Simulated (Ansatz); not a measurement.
**Run report: WH₂F₄, nudged elastic band**

System: WH₂F₄.
Method: RHF/def2-SVP (Ansatz 0.2.0).

It belongs to a series of runs on one base structure; here: band between the two ends. Figures and captions count atoms from 1; the log counts them from 0 in places.

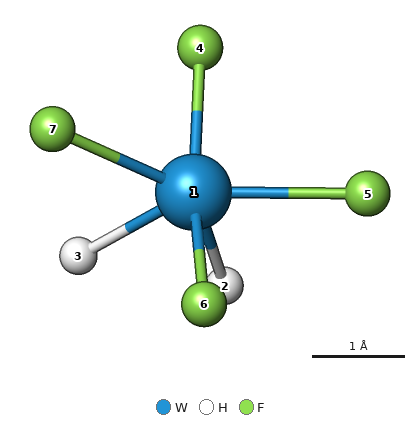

**Figure 1.** The structure as given in the input (ball-and-stick view, seen at a tilt; atoms are numbered from 1 in the order of the input). Sticks mark near contacts. Bond lengths as drawn: F–W 1.82 to 1.89 Å and H–W 1.65 Å.

## Input file
```yaml
crystal:
  periodic: [false, false, false]
  atoms:
    - { symbol: W, position_ang: [-0.005942, 0.0, -0.005942] }
    - { symbol: H, position_ang: [0.407992, 0.0, 1.594014] }
    - { symbol: H, position_ang: [1.594014, 0.0, 0.407992] }
    - { symbol: F, position_ang: [-0.212956, 1.796203, -0.212956] }
    - { symbol: F, position_ang: [-1.678733, 0.0, 0.87828] }
    - { symbol: F, position_ang: [-0.212956, -1.796203, -0.212956] }
    - { symbol: F, position_ang: [0.878281, 0.0, -1.678733] }
basis:
  gaussian: { orbitals: def2-SVP }
hamiltonian:
  xc: hf
neb:
  order_check: false
  images: 7
  f_tol: 0.05
  max_iterations: 60
  final_atoms:
    - { symbol: W, position_ang: [-0.74163289, 0.0, -0.74163326] }
    - { symbol: H, position_ang: [1.97513445, -0.03924049, 2.50040533] }
    - { symbol: H, position_ang: [2.50040498, 0.0392405, 1.97513494] }
    - { symbol: F, position_ang: [-0.48180526, 1.802357, -0.49479189] }
    - { symbol: F, position_ang: [-2.2685868, 0.00907856, 0.28097632] }
    - { symbol: F, position_ang: [-0.49479158, -1.802357, -0.48180556] }
    - { symbol: F, position_ang: [0.28097709, -0.00907856, -2.2685869] }
  initial_path:
    images:
      - { positions_ang: [[-0.005942, 0.0, -0.005942], [0.407992, 0.0, 1.594014], [1.594014, 0.0, 0.407992], [-0.212956, 1.796203, -0.212956], [-1.678733, 0.0, 0.87828], [-0.212956, -1.796203, -0.212956], [0.878281, 0.0, -1.678733]] }
      - { positions_ang: [[-0.0044565, 0.0, -0.00445654], [0.54419394, 0.0, 1.6122355], [1.61223547, 0.0, 0.54419403], [-0.159717, 1.80965225, -0.15971704], [-1.72154975, 0.0, 0.65870989], [-0.159717, -1.80965225, -0.15971704], [0.65871083, 0.0, -1.72154979]] }
      - { positions_ang: [[-0.00297099, 0.0, -0.00297108], [0.68039587, 0.0, 1.630457], [1.63045693, 0.0, 0.68039605], [-0.10647799, 1.8231015, -0.10647808], [-1.76436649, 0.0, 0.43913977], [-0.10647799, -1.8231015, -0.10647808], [0.43914066, 0.0, -1.76436658]] }
      - { positions_ang: [[-0.00148549, 0.0, -0.00148562], [0.81659781, 0.0, 1.64867849], [1.6486784, 0.0, 0.81659808], [-0.05323899, 1.83655075, -0.05323912], [-1.80718324, 0.0, 0.21956966], [-0.05323899, -1.83655075, -0.05323912], [0.21957049, 0.0, -1.80718337]] }
      - { positions_ang: [[2.0e-08, 0.0, -1.6e-07], [0.95279975, 0.0, 1.66689999], [1.66689986, 0.0, 0.95280011], [2.0e-08, 1.85, -1.6e-07], [-1.84999998, 0.0, -4.6e-07], [2.0e-08, -1.85, -1.6e-07], [3.2e-07, 0.0, -1.85000016]] }
      - { positions_ang: [[-0.18540821, 0.0, -0.18540843], [1.20838342, -0.00981012, 1.87527633], [1.87527614, 0.00981012, 1.20838382], [-0.1204513, 1.83808925, -0.12369809], [-1.95464669, 0.00226964, 0.07024374], [-0.12369788, -1.83808925, -0.12045151], [0.07024451, -0.00226964, -1.95464684]] }
      - { positions_ang: [[-0.37081643, 0.0, -0.37081671], [1.4639671, -0.01962025, 2.08365266], [2.08365242, 0.01962025, 1.46396753], [-0.24090262, 1.8261785, -0.24739602], [-2.05929339, 0.00453928, 0.14048793], [-0.24739578, -1.8261785, -0.24090286], [0.1404887, -0.00453928, -2.05929353]] }
      - { positions_ang: [[-0.55622466, 0.0, -0.55622498], [1.71955078, -0.02943037, 2.292029], [2.2920287, 0.02943037, 1.71955124], [-0.36135394, 1.81426775, -0.37109395], [-2.1639401, 0.00680892, 0.21073212], [-0.37109368, -1.81426775, -0.36135421], [0.2107329, -0.00680892, -2.16394021]] }
      - { positions_ang: [[-0.74163289, 0.0, -0.74163326], [1.97513445, -0.03924049, 2.50040533], [2.50040498, 0.0392405, 1.97513494], [-0.48180526, 1.802357, -0.49479189], [-2.2685868, 0.00907856, 0.28097632], [-0.49479158, -1.802357, -0.48180556], [0.28097709, -0.00907856, -2.2685869]] }
```

Launch command:
```bash
ansatz run input.yaml --threads 1 --pin off --max-ram 2048MiB --backend cpu --events-out ev --progress --plain --runs-dir out
```

## What the program printed
```
Engine: ansatz 0.2.0, aarch64-unknown-linux-gnu
Functional definition: HF
  exchange = exact_x
  correlation = 0
1026 factors; integrals over basis functions are off by at most 2.1e-4 eV
mean field evaluation 1: about -12646.5890 eV, gradient 6.4e1 eV
mean field evaluation 2: about -12646.7837 eV, gradient 6.4e1 eV
mean field evaluation 4: about -12654.6351 eV, gradient 3.1e0 eV
mean field evaluation 8: about -12654.7063 eV, gradient 3.8e-1 eV
mean field evaluation 16: about -12654.7069 eV, gradient 1.3e-5 eV
mean field -12654.70691764 eV, -465.0519015547 hartree, gradient 1.3e-5 eV, S^2 0.000000; 0 other end points of the search recorded, 0 dependent functions left out
the calculation of the forces begins
reference -12654.70691764 eV, -465.0519015547 hartree; 26, 26 occupied and 72, 72 virtual orbitals, 1026 factors
1017 factors; integrals over basis functions are off by at most 1.2e-3 eV
mean field evaluation 32: about -12646.4009 eV, gradient 5.7e1 eV
mean field -12655.63162440 eV, -465.0858839016 hartree, gradient 9.6e-6 eV, S^2 0.000000; 0 other end points of the search recorded, 0 dependent functions left out
[... from here on the field's lines of each further geometry are left out, up to the last ...]
NEB iter   1: max|band force component| = 3.797e0 eV/Å  barrier→ = 2.8847 eV  barrier← = 3.8094 eV  Δτ_max = 0.2000 Å  (921 SCF iters)
NEB iter   2: max|band force component| = 7.561e0 eV/Å  barrier→ = 2.0269 eV  barrier← = 2.9516 eV  Δτ_max = 0.1045 Å  (532 SCF iters)
NEB iter   3: max|band force component| = 3.000e0 eV/Å  barrier→ = 1.8840 eV  barrier← = 2.8087 eV  Δτ_max = 0.1038 Å  (431 SCF iters)
NEB iter   4: max|band force component| = 1.754e0 eV/Å  barrier→ = 1.7711 eV  barrier← = 2.6958 eV  Δτ_max = 0.1968 Å  (420 SCF iters)
NEB iter   5: max|band force component| = 1.315e0 eV/Å  barrier→ = 1.5043 eV  barrier← = 2.4290 eV  Δτ_max = 0.2000 Å  (435 SCF iters)
NEB iter   6: max|band force component| = 1.504e0 eV/Å  barrier→ = 1.1862 eV  barrier← = 2.1109 eV  Δτ_max = 0.0996 Å  (418 SCF iters)
NEB iter   7: max|band force component| = 1.009e0 eV/Å  barrier→ = 1.0190 eV  barrier← = 1.9438 eV  Δτ_max = 0.1009 Å  (429 SCF iters)
NEB iter   8: max|band force component| = 5.025e-1 eV/Å  barrier→ = 0.9283 eV  barrier← = 1.8530 eV  CI = image 3  Δτ_max = 0.1960 Å  (429 SCF iters)
NEB iter   9: max|band force component| = 1.266e0 eV/Å  barrier→ = 1.1001 eV  barrier← = 2.0248 eV  CI = image 3  Δτ_max = 0.0998 Å  (417 SCF iters)
NEB iter  10: max|band force component| = 1.417e0 eV/Å  barrier→ = 0.8131 eV  barrier← = 1.7378 eV  CI = image 3  Δτ_max = 0.0505 Å  (442 SCF iters)
NEB iter  11: max|band force component| = 1.430e0 eV/Å  barrier→ = 0.8599 eV  barrier← = 1.7847 eV  CI = image 3  Δτ_max = 0.1010 Å  (458 SCF iters)
NEB iter  12: max|band force component| = 1.043e0 eV/Å  barrier→ = 0.8371 eV  barrier← = 1.7619 eV  CI = image 3  Δτ_max = 0.1007 Å  (430 SCF iters)
NEB iter  13: max|band force component| = 1.160e0 eV/Å  barrier→ = 0.7012 eV  barrier← = 1.6259 eV  CI = image 3  Δτ_max = 0.1006 Å  (416 SCF iters)
NEB iter  14: max|band force component| = 1.173e0 eV/Å  barrier→ = 0.5662 eV  barrier← = 1.4909 eV  CI = image 3  Δτ_max = 0.1978 Å  (425 SCF iters)
NEB iter  15: max|band force component| = 1.078e0 eV/Å  barrier→ = 0.3142 eV  barrier← = 1.2389 eV  CI = image 3  Δτ_max = 0.1976 Å  (426 SCF iters)
NEB iter  16: max|band force component| = 1.683e0 eV/Å  barrier→ = 0.1386 eV  barrier← = 1.0633 eV  CI = image 1  Δτ_max = 0.2000 Å  (413 SCF iters)
NEB iter  17: max|band force component| = 2.301e0 eV/Å  barrier→ = 0.6408 eV  barrier← = 1.5655 eV  CI = image 3  Δτ_max = 0.1018 Å  (407 SCF iters)
NEB iter  18: max|band force component| = 2.243e0 eV/Å  barrier→ = 0.5443 eV  barrier← = 1.4690 eV  CI = image 3  Δτ_max = 0.1994 Å  (407 SCF iters)
NEB iter  19: max|band force component| = 1.282e0 eV/Å  barrier→ = 0.3479 eV  barrier← = 1.2726 eV  CI = image 3  Δτ_max = 0.1953 Å  (429 SCF iters)
NEB iter  20: max|band force component| = 9.084e-1 eV/Å  barrier→ = 0.5012 eV  barrier← = 1.4259 eV  CI = image 3  Δτ_max = 0.1237 Å  (401 SCF iters)
NEB iter  21: max|band force component| = 2.068e0 eV/Å  barrier→ = 0.6498 eV  barrier← = 1.5745 eV  CI = image 3  Δτ_max = 0.0626 Å  (391 SCF iters)
NEB iter  22: max|band force component| = 2.331e0 eV/Å  barrier→ = 0.6425 eV  barrier← = 1.5672 eV  CI = image 3  Δτ_max = 0.1256 Å  (398 SCF iters)
NEB iter  23: max|band force component| = 5.309e-1 eV/Å  barrier→ = 0.4883 eV  barrier← = 1.4130 eV  CI = image 3  Δτ_max = 0.1894 Å  (381 SCF iters)
NEB iter  24: max|band force component| = 6.606e-1 eV/Å  barrier→ = 0.4008 eV  barrier← = 1.3255 eV  CI = image 3  Δτ_max = 0.1003 Å  (407 SCF iters)
NEB iter  25: max|band force component| = 8.466e-1 eV/Å  barrier→ = 0.3094 eV  barrier← = 1.2341 eV  CI = image 3  Δτ_max = 0.0501 Å  (386 SCF iters)
NEB iter  26: max|band force component| = 6.498e-1 eV/Å  barrier→ = 0.2771 eV  barrier← = 1.2018 eV  CI = image 3  Δτ_max = 0.1018 Å  (400 SCF iters)
NEB iter  27: max|band force component| = 7.235e-1 eV/Å  barrier→ = 0.2985 eV  barrier← = 1.2232 eV  CI = image 3  Δτ_max = 0.0994 Å  (408 SCF iters)
NEB iter  28: max|band force component| = 5.276e-1 eV/Å  barrier→ = 0.3455 eV  barrier← = 1.2702 eV  CI = image 3  Δτ_max = 0.2000 Å  (388 SCF iters)
NEB iter  29: max|band force component| = 3.412e-1 eV/Å  barrier→ = 0.3788 eV  barrier← = 1.3035 eV  CI = image 3  Δτ_max = 0.0548 Å  (370 SCF iters)
NEB iter  30: max|band force component| = 1.359e-1 eV/Å  barrier→ = 0.3759 eV  barrier← = 1.3006 eV  CI = image 3  Δτ_max = 0.1115 Å  (387 SCF iters)
NEB iter  31: max|band force component| = 1.772e-1 eV/Å  barrier→ = 0.3757 eV  barrier← = 1.3004 eV  CI = image 3  Δτ_max = 0.0330 Å  (385 SCF iters)
NEB iter  32: max|band force component| = 2.750e-1 eV/Å  barrier→ = 0.3754 eV  barrier← = 1.3001 eV  CI = image 3  Δτ_max = 0.1287 Å  (389 SCF iters)
NEB iter  33: max|band force component| = 1.597e-1 eV/Å  barrier→ = 0.3754 eV  barrier← = 1.3001 eV  CI = image 3  Δτ_max = 0.0379 Å  (389 SCF iters)
NEB iter  34: max|band force component| = 1.017e-1 eV/Å  barrier→ = 0.3753 eV  barrier← = 1.3000 eV  CI = image 3  Δτ_max = 0.0419 Å  (386 SCF iters)
NEB iter  35: max|band force component| = 1.335e-1 eV/Å  barrier→ = 0.3753 eV  barrier← = 1.3000 eV  CI = image 3  Δτ_max = 0.0891 Å  (396 SCF iters)
NEB iter  36: max|band force component| = 3.080e-1 eV/Å  barrier→ = 0.3753 eV  barrier← = 1.3000 eV  CI = image 3  Δτ_max = 0.0402 Å  (385 SCF iters)
NEB iter  37: max|band force component| = 1.673e-1 eV/Å  barrier→ = 0.3753 eV  barrier← = 1.3000 eV  CI = image 3  Δτ_max = 0.0649 Å  (405 SCF iters)
NEB iter  38: max|band force component| = 1.015e-1 eV/Å  barrier→ = 0.3753 eV  barrier← = 1.3000 eV  CI = image 3  Δτ_max = 0.0896 Å  (387 SCF iters)
NEB iter  39: max|band force component| = 1.373e-1 eV/Å  barrier→ = 0.3753 eV  barrier← = 1.3000 eV  CI = image 3  Δτ_max = 0.0682 Å  (386 SCF iters)
NEB iter  40: max|band force component| = 2.213e-1 eV/Å  barrier→ = 0.3753 eV  barrier← = 1.3000 eV  CI = image 3  Δτ_max = 0.0672 Å  (397 SCF iters)
NEB iter  41: max|band force component| = 2.493e-1 eV/Å  barrier→ = 0.3753 eV  barrier← = 1.3000 eV  CI = image 3  Δτ_max = 0.0767 Å  (380 SCF iters)
NEB iter  42: max|band force component| = 1.220e-1 eV/Å  barrier→ = 0.3753 eV  barrier← = 1.3000 eV  CI = image 3  Δτ_max = 0.0933 Å  (385 SCF iters)
NEB iter  43: max|band force component| = 1.625e-1 eV/Å  barrier→ = 0.3753 eV  barrier← = 1.3000 eV  CI = image 3  Δτ_max = 0.0486 Å  (404 SCF iters)
the calculation of the forces begins
reference -12655.63516455 eV, -465.0860139996 hartree; 26, 26 occupied and 72, 72 virtual orbitals, 1021 factors
1026 factors; integrals over basis functions are off by at most 1.9e-4 eV
mean field evaluation 3456: about -12654.3301 eV, gradient 4.9e-1 eV
mean field -12654.33162290 eV, -465.0381097277 hartree, gradient 2.0e-5 eV, S^2 0.000000; 1 other end points of the search recorded, 0 dependent functions left out
the calculation of the forces begins
reference -12654.33162290 eV, -465.0381097277 hartree; 26, 26 occupied and 72, 72 virtual orbitals, 1026 factors
NEB iter  44: max|band force component| = 2.839e-2 eV/Å  barrier→ = 0.3753 eV  barrier← = 1.3000 eV  CI = image 3  Δτ_max = 0.0000 Å  (996 SCF iters)
```

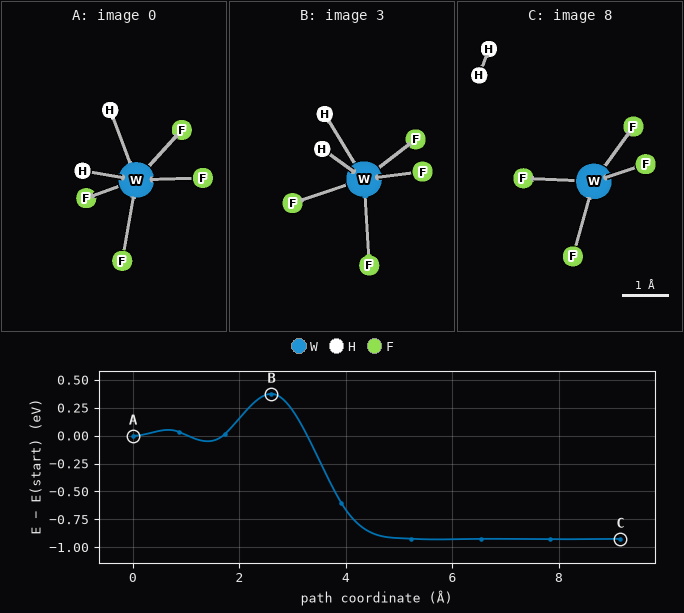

**Figure 2.** Images of the last band (counted from 0; ball-and-stick, seen at a tilt) above the energy along the path; the line is a cubic interpolation that uses the forces. The highest image is number 3, 0.375 eV above the start and 1.300 eV above the end (the climbing image); the end lies 0.925 eV below the start. The path is 9.15 Å long. The band converged in 44 iterations.

```
Total energy: -12654.33162290 eV, -465.0381097277 hartree
Atom 0 at    -0.005721    -0.035434     0.007618 Å, force    -0.000013    -0.000102    -0.000247 eV/Å
Atom 1 at     0.731030    -0.331965     1.455230 Å, force     0.000117     0.000061     0.000170 eV/Å
Atom 2 at     1.554174     0.501370     0.283807 Å, force    -0.000016    -0.000037     0.000115 eV/Å
Atom 3 at    -0.181036     1.754084     0.474472 Å, force    -0.000051     0.000084     0.000002 eV/Å
Atom 4 at    -1.875115     0.162431     0.139981 Å, force     0.000074     0.000027     0.000008 eV/Å
Atom 5 at    -0.160986    -1.871630     0.092033 Å, force    -0.000024    -0.000043    -0.000046 eV/Å
Atom 6 at     0.707352    -0.178858    -1.683444 Å, force    -0.000087     0.000011    -0.000001 eV/Å
Dipole moment:     0.307273    -0.089421     0.132094 e Å
this run last wrote the band of iteration 44 to [file]
```

## The last band as extended XYZ (Å, eV, eV/Å)
```
7
Properties=species:S:1:pos:R:3:forces:R:3 image=0 energy=-12654.70692
W    -0.0059    0.0000   -0.0059    0.0184   0.0000   0.0184
H     0.4080    0.0000    1.5940   -0.0018   0.0000   0.0004
H     1.5940    0.0000    0.4080    0.0004   0.0000  -0.0018
F    -0.2130    1.7962   -0.2130   -0.0112  -0.0038  -0.0112
F    -1.6787    0.0000    0.8783   -0.0042   0.0000   0.0095
F    -0.2130   -1.7962   -0.2130   -0.0112   0.0038  -0.0112
F     0.8783    0.0000   -1.6787    0.0095   0.0000  -0.0042
7
Properties=species:S:1:pos:R:3:forces:R:3 image=1 energy=-12654.67385
W     0.0137   -0.0024    0.0160   -0.0184   0.0259  -0.0338
H     0.4882   -0.4070    1.5422    0.0763  -0.1694  -0.0357
H     1.5354    0.3759    0.5231   -0.0143   0.2094  -0.0351
F    -0.4091    1.7103   -0.4883    0.1582   0.0656   0.2791
F    -1.5090    0.1869    1.1100   -0.1305   0.0508  -0.3129
F    -0.4387   -1.7238   -0.4082    0.1133  -0.0676   0.2054
F     1.0892   -0.1400   -1.5250   -0.1846  -0.1147  -0.0670
7
Properties=species:S:1:pos:R:3:forces:R:3 image=2 energy=-12654.68904
W     0.0003   -0.0034   -0.0072    0.0186   0.0191  -0.0001
H     0.5209   -0.4163    1.5058   -0.1381  -0.0506   0.0338
H     1.5348    0.4505    0.4197   -0.0152  -0.0246   0.0877
F    -0.1875    1.8322   -0.0320   -0.0208   0.0323  -0.2824
F    -1.7214    0.1021    0.7074    0.0798  -0.0398   0.3086
F    -0.1757   -1.8370   -0.1435   -0.0085   0.0243  -0.1500
F     0.7983   -0.1282   -1.6804    0.0842   0.0393   0.0025
7
Properties=species:S:1:pos:R:3:forces:R:3 image=3 energy=-12654.33162
W    -0.0057   -0.0354    0.0076    0.0000  -0.0001  -0.0002
H     0.7310   -0.3320    1.4552    0.0001   0.0001   0.0002
H     1.5542    0.5014    0.2838    0.0000   0.0000   0.0001
F    -0.1810    1.7541    0.4745   -0.0001   0.0001   0.0000
F    -1.8751    0.1624    0.1400    0.0001   0.0000   0.0000
F    -0.1610   -1.8716    0.0920    0.0000   0.0000   0.0000
F     0.7074   -0.1789   -1.6834   -0.0001   0.0000   0.0000
7
Properties=species:S:1:pos:R:3:forces:R:3 image=4 energy=-12655.30607
W    -0.5069   -0.0220   -0.2907   -0.3499   0.0102  -0.1966
H     1.4345   -0.1256    1.3633    0.5117   0.1372  -0.0754
H     1.8431    0.2508    0.8588    0.2100  -0.1583   0.3670
F    -0.2129    1.7244    0.2207   -0.0307  -0.0258  -0.1569
F    -2.2925    0.0712    0.1098   -0.3003  -0.0768   0.0004
F    -0.3656   -1.8296    0.0384   -0.1271   0.0259  -0.0396
F     0.8699   -0.0693   -1.5306    0.0863   0.0877   0.1013
7
Properties=species:S:1:pos:R:3:forces:R:3 image=5 energy=-12655.62980
W    -0.7500   -0.0086   -0.4654   -0.0069   0.0005  -0.0034
H     2.0735   -0.0787    1.8533    0.0163   0.0020   0.0101
H     2.4391    0.1214    1.2337    0.0153  -0.0042   0.0073
F    -0.5740    1.7765   -0.0649   -0.0088   0.0013  -0.0059
F    -2.5567    0.0198   -0.1317   -0.0064  -0.0012  -0.0046
F    -0.6518   -1.8223   -0.1841   -0.0064   0.0003  -0.0039
F     0.7896   -0.0079   -1.4712   -0.0030   0.0011   0.0004
7
Properties=species:S:1:pos:R:3:forces:R:3 image=6 energy=-12655.63137
W    -0.9906    0.0044   -0.6448    0.0014  -0.0001   0.0009
H     2.7685   -0.0496    2.3584   -0.0054   0.0001  -0.0015
H     2.9558    0.0271    1.6393   -0.0006  -0.0003  -0.0045
F    -0.8871    1.7921   -0.2326    0.0006   0.0003   0.0018
F    -2.8253    0.0155   -0.5439    0.0004   0.0001  -0.0005
F    -0.9160   -1.8098   -0.3629    0.0014  -0.0001   0.0018
F     0.6643    0.0203   -1.4438    0.0022  -0.0001   0.0020
7
Properties=species:S:1:pos:R:3:forces:R:3 image=7 energy=-12655.63516
W    -0.7851   -0.0467   -0.6269    0.0003  -0.0001   0.0000
H     2.3990   -0.2529    1.9632   -0.0003   0.0004  -0.0004
H     2.2963    0.4868    1.9389   -0.0008   0.0003   0.0004
F    -0.4183    1.6853   -0.1334    0.0007  -0.0004   0.0003
F    -2.5498    0.1128   -0.1396    0.0005   0.0002   0.0008
F    -0.8344   -1.8775   -0.4746   -0.0001  -0.0001  -0.0006
F     0.6621   -0.1077   -1.7580   -0.0003  -0.0003  -0.0005
7
Properties=species:S:1:pos:R:3:forces:R:3 image=8 energy=-12655.63162
W    -0.7416    0.0000   -0.7416   -0.0021   0.0000  -0.0021
H     1.9751   -0.0392    2.5004    0.0003  -0.0009   0.0004
H     2.5004    0.0392    1.9751    0.0004   0.0009   0.0003
F    -0.4818    1.8024   -0.4948    0.0001   0.0000   0.0001
F    -2.2686    0.0091    0.2810    0.0009   0.0002   0.0004
F    -0.4948   -1.8024   -0.4818    0.0001   0.0000   0.0001
F     0.2810   -0.0091   -2.2686    0.0004  -0.0002   0.0009
```

## Key numbers

```csv
quantity,value
outcome,converged
"barrier, forward",0.375 eV
"barrier, backward",1.300 eV
hardware,"1 thread of Arm Neoverse V2, 24 GiB of memory available, shared host"
wall time,11 min
peak memory,0.25 GiB
```

## Remarks

The order of the saddle point was not checked.
